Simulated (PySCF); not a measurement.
Si₃NH₉O: geometry relaxation

System: Si₃NH₉O.
Method: PBE0-D3(BJ)/def2-SVP geometry optimisation, gas phase (PySCF 2.14.0).

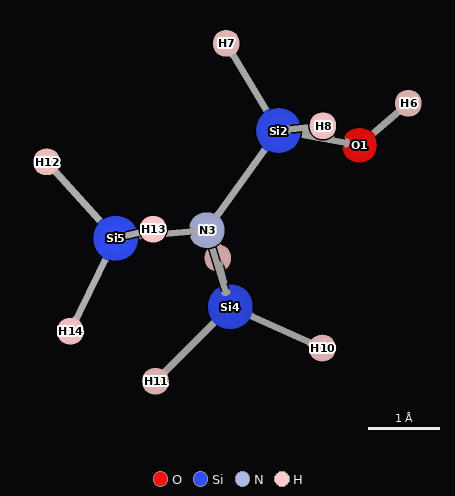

The input geometry (ball-and-stick view, seen at a tilt; atoms are numbered from 1 in the order of the input). Bond lengths as drawn: H–O 0.92 Å, H–Si 1.44 to 1.50 Å, N–Si 1.72 to 1.76 Å and O–Si 1.63 Å.

## Key numbers

| quantity | value |
| --- | --- |
| outcome | converged |
| total energy | −1003.076539 hartree |
| dipole moment | 1.47 D |
| point group | C1 |
| hardware | 1 CPU thread, shared host |
| wall time | 4 min |
| peak memory | 0.49 GiB |

## Input file
```
{"job": {"xc": "PBE0", "basis": "def2-SVP", "d3": "d3bj", "grid": 1, "shake": 0.01, "kind": "geom"}, "charge": 0, "multiplicity": 1}
O      2.305260    -0.137660    -0.497770
Si     1.015210    -1.063540    -0.124690
N     -0.311270     0.056930     0.011280
Si     0.101170     1.769690    -0.078370
Si    -1.857420    -0.629040     0.337780
H      3.135720    -0.496000    -0.663280
H      1.284330    -1.746520     1.147600
H      0.775830    -2.016420    -1.198430
H      1.005280     2.143890     1.005270
H      0.614110     2.073490    -1.385380
H     -1.216450     2.455240     0.130910
H     -1.848590    -1.226960     1.691280
H     -2.155940    -1.653690    -0.655270
H     -2.854390     0.455500     0.271310
```

The first line tells a small driver script what to run in PySCF; the rest is the geometry in Å.

Launched with:
```bash
OMP_NUM_THREADS=1 python <driver script> task.json out
```

## What the program printed
```
step   0  E = -1003.06561318  max force = 0.043463
step   1  E = -1003.07333362  max force = 0.011815
step   2  E = -1003.07383864  max force = 0.002693
step   3  E = -1003.07388320  max force = 0.000725
step   4  E = -1003.07390824  max force = 0.000934
step   5  E = -1003.07397016  max force = 0.001844
step   6  E = -1003.07408628  max force = 0.002593
step   7  E = -1003.07401998  max force = 0.008370
step   8  E = -1003.07436817  max force = 0.004079
step   9  E = -1003.07452625  max force = 0.003884
step  10  E = -1003.07475344  max force = 0.002597
step  11  E = -1003.07515517  max force = 0.003259
step  12  E = -1003.07529746  max force = 0.002586
step  13  E = -1003.07552455  max force = 0.001184
step  14  E = -1003.07555504  max force = 0.000601
step  15  E = -1003.07557718  max force = 0.000451
step  16  E = -1003.07559355  max force = 0.000492
step  17  E = -1003.07560489  max force = 0.000698
step  18  E = -1003.07561868  max force = 0.000841
step  19  E = -1003.07562593  max force = 0.000826
step  20  E = -1003.07565704  max force = 0.001034
step  21  E = -1003.07573329  max force = 0.000995
step  22  E = -1003.07580027  max force = 0.001064
step  23  E = -1003.07596744  max force = 0.001671
step  24  E = -1003.07619666  max force = 0.002431
step  25  E = -1003.07635563  max force = 0.001802
step  26  E = -1003.07645878  max force = 0.001280
step  27  E = -1003.07649283  max force = 0.000763
step  28  E = -1003.07651284  max force = 0.000602
step  29  E = -1003.07653101  max force = 0.000365
step  30  E = -1003.07653854  max force = 0.000308
optimisation converged
```

## Trajectory as extended XYZ (Å, eV, eV/Å), 8 of the 31 frames kept, from step=0 to step=30
```
14
Properties=species:S:1:pos:R:3:forces:R:3 step=0 energy=-27294.80560
O     2.3053   -0.1377   -0.4978   -1.4192   1.7202   0.1682
Si    1.0152   -1.0635   -0.1247   -0.4519   0.2240   0.2411
N    -0.3113    0.0569    0.0113    1.0244  -0.0210  -0.1587
Si    0.1012    1.7697   -0.0784   -1.2877  -0.6338   0.5715
Si   -1.8574   -0.6290    0.3378   -0.1571   0.5756   0.3707
H     3.1357   -0.4960   -0.6633    2.2350  -0.9351  -0.4306
H     1.2843   -1.7465    1.1476   -0.0640  -0.4103   0.4211
H     0.7758   -2.0164   -1.1984   -0.2272  -0.6637  -0.4486
H     1.0053    2.1439    1.0053    0.4624   0.2691   0.3483
H     0.6141    2.0735   -1.3854    0.4846   0.4263  -0.9076
H    -1.2165    2.4552    0.1309    0.1364   0.1426  -0.0397
H    -1.8486   -1.2270    1.6913   -0.1769  -0.2534   0.2703
H    -2.1559   -1.6537   -0.6553   -0.2245  -0.5963  -0.4205
H    -2.8544    0.4555    0.2713   -0.3343   0.1558   0.0145
14
Properties=species:S:1:pos:R:3:forces:R:3 step=4 energy=-27295.03132
O     2.2852   -0.2243   -0.5205   -0.0480   0.0277  -0.0025
Si    0.9939   -1.2140   -0.1755   -0.0001   0.0118  -0.0071
N    -0.3201   -0.0869    0.0099    0.0128  -0.0014   0.0019
Si    0.0330    1.6390   -0.1134   -0.0154  -0.0212   0.0146
Si   -1.9256   -0.6992    0.3612    0.0115   0.0220   0.0068
H     3.1508   -0.6020   -0.6865    0.0466  -0.0227  -0.0019
H     1.2274   -1.9981    1.0775   -0.0071  -0.0090  -0.0028
H     0.7250   -2.1837   -1.2822    0.0009  -0.0028   0.0004
H     1.0140    2.0869    0.9174    0.0037   0.0007  -0.0007
H     0.5350    2.0144   -1.4662    0.0031   0.0045  -0.0079
H    -1.2603    2.3477    0.1279    0.0047   0.0042  -0.0006
H    -2.0000   -1.2932    1.7333   -0.0082   0.0028   0.0020
H    -2.2830   -1.7799   -0.6102    0.0017  -0.0106   0.0016
H    -2.9113    0.4135    0.2563   -0.0061  -0.0061  -0.0038
14
Properties=species:S:1:pos:R:3:forces:R:3 step=9 energy=-27295.04814
O     2.3189   -0.2979   -0.4721   -0.1045  -0.1997   0.0326
Si    0.9479   -1.2419   -0.3101    0.1911   0.1641  -0.0849
N    -0.2978   -0.0758    0.0155   -0.0415   0.0996  -0.0055
Si    0.0547    1.6533   -0.0720   -0.0166  -0.1150   0.0436
Si   -1.9051   -0.6419    0.4250    0.0163  -0.0151   0.0083
H     3.1647   -0.7510   -0.5407   -0.0361   0.0828  -0.0177
H     1.0918   -2.2222    0.8112   -0.0215  -0.0117  -0.0003
H     0.6819   -2.0014   -1.5705   -0.0212  -0.0306   0.0252
H     1.1591    2.0582    0.8412    0.0165   0.0052  -0.0015
H     0.3691    2.0783   -1.4684    0.0298   0.0131   0.0171
H    -1.1934    2.3478    0.3726   -0.0080  -0.0043  -0.0271
H    -2.1094   -0.7678    1.9014   -0.0122   0.0201   0.0021
H    -2.0804   -2.0009   -0.1791    0.0086   0.0004   0.0157
H    -2.9379    0.2834   -0.1252   -0.0007  -0.0090  -0.0077
14
Properties=species:S:1:pos:R:3:forces:R:3 step=13 energy=-27295.07531
O     2.2470   -0.3752   -0.6295    0.0225   0.0609   0.0164
Si    0.8788   -1.2930   -0.4052   -0.0185   0.0066  -0.0202
N    -0.2936   -0.0860    0.0285    0.0188  -0.0029   0.0001
Si    0.1607    1.6161    0.0382   -0.0150  -0.0053  -0.0186
Si   -1.9246   -0.5535    0.4561   -0.0064  -0.0011  -0.0139
H     3.1052   -0.7807   -0.7664    0.0022  -0.0443  -0.0060
H     1.0629   -2.3104    0.6756    0.0091   0.0044   0.0100
H     0.5040   -2.0159   -1.6597   -0.0142  -0.0074   0.0132
H     1.1713    1.9434    1.0851    0.0051  -0.0088   0.0057
H     0.6530    2.0796   -1.2908   -0.0054   0.0059   0.0050
H    -1.1050    2.3503    0.3604    0.0099   0.0065   0.0031
H    -2.2831   -0.1227    1.8415    0.0069  -0.0009  -0.0012
H    -1.9777   -2.0470    0.3817   -0.0169  -0.0091   0.0020
H    -2.9347    0.0155   -0.4869    0.0019  -0.0046   0.0046
14
Properties=species:S:1:pos:R:3:forces:R:3 step=17 energy=-27295.07749
O     2.2407   -0.3961   -0.6935   -0.0048  -0.0359  -0.0207
Si    0.8756   -1.2968   -0.3795    0.0015  -0.0068   0.0204
N    -0.2933   -0.0761    0.0186   -0.0110  -0.0007  -0.0026
Si    0.1746    1.6212    0.0456    0.0112   0.0110   0.0142
Si   -1.9309   -0.5347    0.4345   -0.0024  -0.0024  -0.0061
H     3.0738   -0.8482   -0.8482    0.0029   0.0250   0.0081
H     1.1077   -2.2467    0.7537    0.0001   0.0008  -0.0024
H     0.4549   -2.0974   -1.5702    0.0006   0.0019  -0.0027
H     1.1915    1.9145    1.0977    0.0031   0.0025  -0.0088
H     0.6712    2.1010   -1.2752   -0.0024  -0.0008  -0.0047
H    -1.0792    2.3685    0.3816   -0.0009  -0.0022   0.0036
H    -2.2878   -0.1127    1.8226   -0.0028   0.0006   0.0006
H    -2.0032   -2.0274    0.3488    0.0043   0.0022   0.0014
H    -2.9315    0.0511   -0.5075    0.0005   0.0045  -0.0005
14
Properties=species:S:1:pos:R:3:forces:R:3 step=21 energy=-27295.08099
O     2.1623   -0.4977   -0.8724   -0.0090   0.0159  -0.0434
Si    0.8362   -1.3401   -0.3216   -0.0035   0.0155  -0.0164
N    -0.2964   -0.0681    0.0223    0.0187  -0.0129   0.0511
Si    0.2553    1.6047    0.0505   -0.0060  -0.0085  -0.0333
Si   -1.9615   -0.4544    0.4022    0.0010   0.0135  -0.0147
H     3.0099   -0.9389   -0.9620    0.0100  -0.0136   0.0358
H     1.1883   -2.1423    0.8921    0.0111  -0.0058  -0.0024
H     0.2967   -2.2758   -1.3544   -0.0118   0.0011   0.0071
H     1.4051    1.8039    0.9797   -0.0043  -0.0029   0.0119
H     0.6204    2.1127   -1.3034   -0.0038   0.0030   0.0057
H    -0.9112    2.3971    0.5543    0.0016   0.0029  -0.0027
H    -2.3514    0.0469    1.7544    0.0057  -0.0007   0.0022
H    -2.0787   -1.9459    0.3873   -0.0083  -0.0030  -0.0033
H    -2.9109    0.1182   -0.6002   -0.0014  -0.0046   0.0024
14
Properties=species:S:1:pos:R:3:forces:R:3 step=26 energy=-27295.10073
O     1.9797   -0.7419   -1.2111    0.0097  -0.0019  -0.0016
Si    0.8002   -1.4026   -0.2347   -0.0050  -0.0314   0.0304
N    -0.2933   -0.0931    0.0990   -0.0158  -0.0205  -0.0658
Si    0.3513    1.5439    0.0130    0.0190   0.0155   0.0409
Si   -2.0044   -0.3347    0.3914   -0.0074   0.0035   0.0158
H     2.8923   -0.9403   -0.9844   -0.0050   0.0211  -0.0032
H     1.4635   -1.9477    0.9925    0.0014   0.0042   0.0016
H     0.0600   -2.5026   -0.9144   -0.0020   0.0016  -0.0029
H     1.6560    1.6282    0.7350    0.0037   0.0113  -0.0198
H     0.5163    2.0328   -1.3859    0.0135   0.0003  -0.0031
H    -0.6353    2.4335    0.7022   -0.0127  -0.0169   0.0021
H    -2.3895    0.1251    1.7600   -0.0101   0.0011  -0.0047
H    -2.2995   -1.7940    0.2691    0.0121  -0.0009   0.0059
H    -2.8333    0.4138   -0.6028   -0.0013   0.0131   0.0044
14
Properties=species:S:1:pos:R:3:forces:R:3 step=30 energy=-27295.10290
O     1.9828   -0.7469   -1.2161   -0.0037  -0.0086   0.0022
Si    0.8170   -1.4036   -0.2194    0.0065   0.0094  -0.0047
N    -0.3026   -0.1062    0.0720    0.0023   0.0158  -0.0083
Si    0.3364    1.5347    0.0027    0.0054  -0.0044  -0.0024
Si   -2.0117   -0.3453    0.3765    0.0012  -0.0048   0.0065
H     2.9000   -0.8735   -0.9597   -0.0008   0.0034   0.0036
H     1.4920   -1.8923    1.0249   -0.0002  -0.0037  -0.0001
H     0.1001   -2.5364   -0.8682   -0.0020  -0.0014   0.0016
H     1.6464    1.6206    0.7148   -0.0037  -0.0018   0.0079
H     0.5023    2.0384   -1.3912   -0.0076   0.0004   0.0011
H    -0.6558    2.4069    0.7053    0.0035   0.0046   0.0009
H    -2.3808    0.0191    1.7787    0.0037  -0.0024  -0.0006
H    -2.3262   -1.7885    0.1551   -0.0041  -0.0003  -0.0028
H    -2.8358    0.4936   -0.5465   -0.0007  -0.0062  -0.0049
```

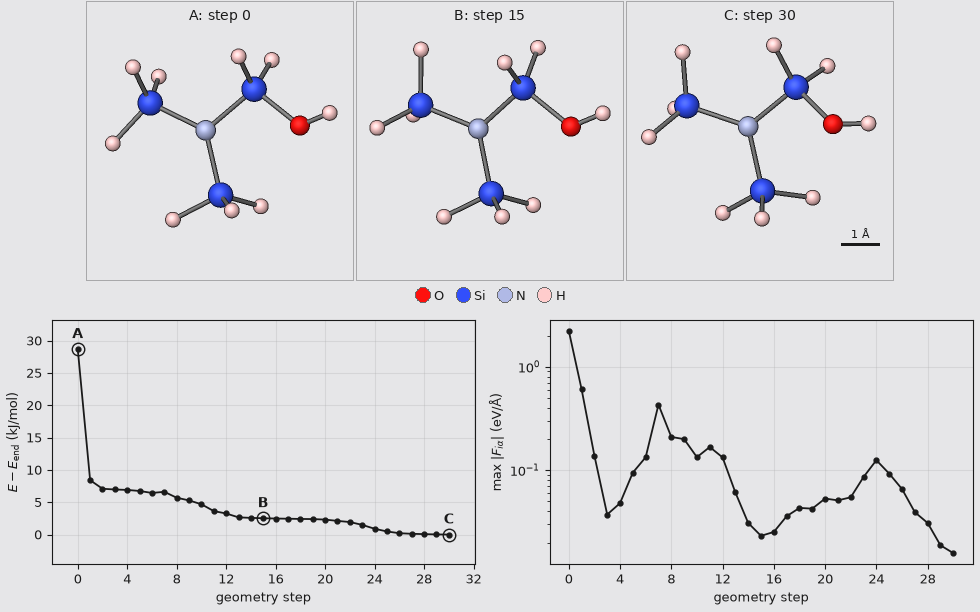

Frames of the relaxation (ball-and-stick view, seen at a tilt) above the curves, on which the letters mark them (steps are counted from 0).

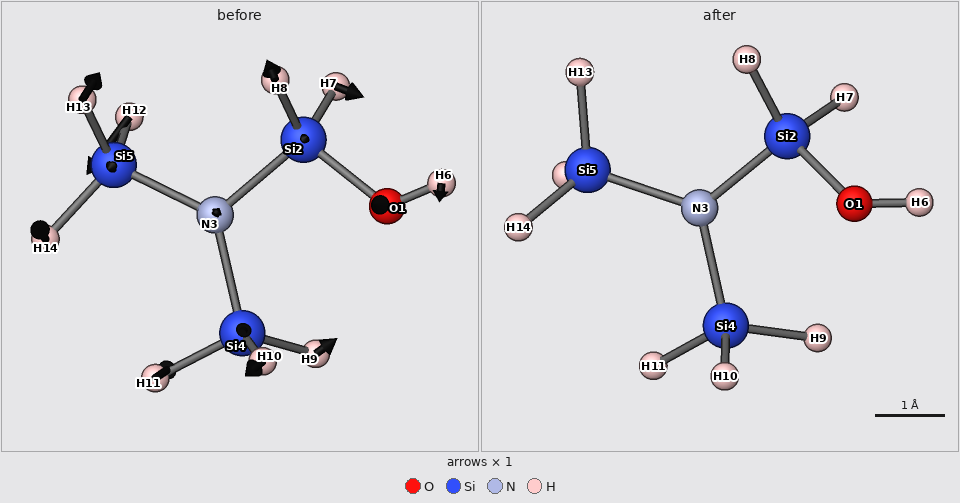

Before (left) and after (right) the relaxation, at one scale (ball-and-stick view, seen at a tilt). The black arrows give the displacements, at true length. Over 30 geometry steps the energy falls by 28.7 kJ/mol. Largest force component: 2.2 eV/Å at the start, 0.016 eV/Å at the end. The largest moves after the best rigid fit, 1.06 Å, are those of H12 and H14. Largest moves by element: H 1.06 Å, O 0.54 Å, Si 0.27 Å, N 0.13 Å. Among the contacts that change: Si4–H10 1.437 → 1.491 Å, O1–H6 0.919 → 0.961 Å, O1–Si2 1.631 → 1.668 Å, Si2–H8 1.455 → 1.489 Å. Among the angles that change: Si4–N3–Si5 127.3° → 119.2°, Si2–N3–Si5 116.2° → 123.7°, Si2–O1–H6 122.3° → 117.1°. (Atoms are counted from 1 in the order of the input.)
